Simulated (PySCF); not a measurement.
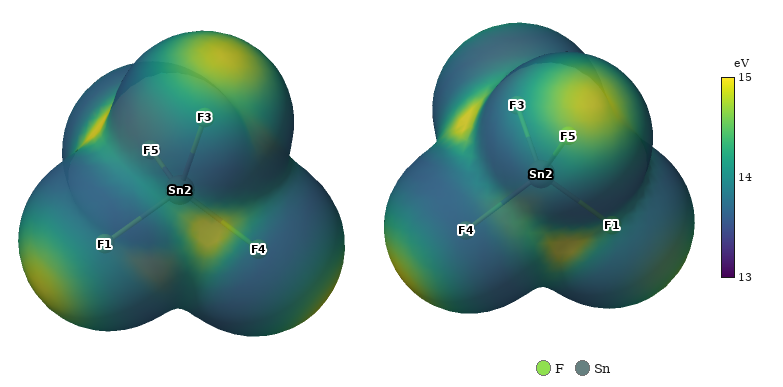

F$_{4}$Sn, SMILES `F[Sn](F)(F)F`. Average local ionisation energy on the surface of electron density 0.001 a.u. (back view left, front view right).

Computed with PySCF, PBE0/def2-TZVP, geometry: GFN2-xTB. Core potentials replace the inner electrons of Sn; spin–orbit coupling isn't included. No frequency check shows the geometry to be a minimum. GFN2-xTB bond lengths at metals and heavier atoms can be off by up to 0.1 Å and shapes distorted, which carries into these values.

Input

```python
import numpy as np
from pyscf import gto, scf, dft
from pyscf.scf import atom_ks, atom_hf
from scipy.linalg import block_diag

def solve(mol, dm0=None, hcore=None):
    mf = (dft.UKS if mol.spin else dft.RKS)(mol, xc='pbe0')
    mf.grids.level = 3
    mf = mf.density_fit(auxbasis='def2-universal-jkfit')
    mf.conv_tol, mf.max_cycle = 1e-8, 80
    if hcore is not None:
        mf.get_hcore = lambda *args: hcore
    mf.kernel(dm0)
    if not mf.converged:
        mf = mf.newton().run(mf.mo_coeff, mf.mo_occ, max_cycle=30)
    assert mf.converged, 'SCF not converged'
    return mf

mol = gto.M(atom='''
F      1.06714    -1.14400    -1.10485
Sn     0.00004     0.00001     0.00002
F     -1.06725     1.14397    -1.10485
F     -1.14514    -1.06618     1.10479
F      1.14504     1.06616     1.10479
''', basis='def2-tzvp', ecp={'Sn': 'def2-tzvp'}, charge=0, spin=0, verbose=4)
mf = solve(mol)
mf.analyze()
# spherically averaged free atoms, for the promolecule
atom_ks.AtomSphAverageRKS.init_guess_by_vsap = lambda self, mol=None: self.init_guess_by_minao(mol)  # core potentials
atm = atom_ks.get_atm_nrks(mol, xc='pbe0')
pro = block_diag(*[(atm[a[0]][2] * atm[a[0]][3]) @ atm[a[0]][2].T for a in mol._atom])
np.savez('result.npz', e=mf.e_tot, c=mf.mo_coeff, occ=mf.mo_occ, eps=mf.mo_energy, pro=pro, dip=mf.dip_moment(verbose=0), s2=mf.spin_square()[0])
```

Launched as:

```sh
OMP_NUM_THREADS=1 python input.py
```

The run took 11 s on 1 thread of Intel(R) Xeon(R) Platinum 8375C CPU @ 2.90GHz (Ice Lake) (shared host), peak memory 0.63 GiB.

Partitions, critical points and surface values were worked out afterwards from this run's density.

### Where are the most loosely bound electrons on this surface?

The lowest value is 13.6 eV, 1.7 Å from F5, and at like points elsewhere. For comparison, the highest occupied orbital lies at −12.4 eV.
